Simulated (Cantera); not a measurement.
Charge: 1 mol CCl₄, 1.4 mol H₂, 0.028 mol Si, at 0.00900 Torr.

Cantera equilibrium calculation (NASA polynomials, part measured and part estimated; ideal gas, pure solids and liquids). Candidate condensed phases: C, C₆H₆, C₇H₈, C₈H₁₈, Si, SiC; 109 gas species. The tables' values for SiCl₃, SiCl are old estimates; treat these amounts as uncertain. The numbers say what is thermodynamically allowed, not how fast it happens.

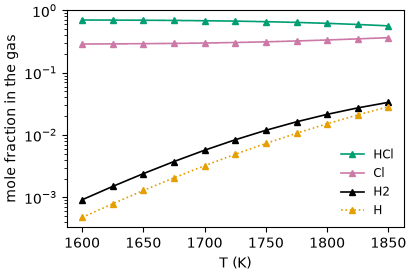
Figure: Equilibrium gas composition (values under 1e-9 drawn at 1e-9)

Task: Read off the mole fractions at 1650 K.

Result: HCl about 0.70, Cl about 0.29, H₂ about 0.0024, H about 0.0013.
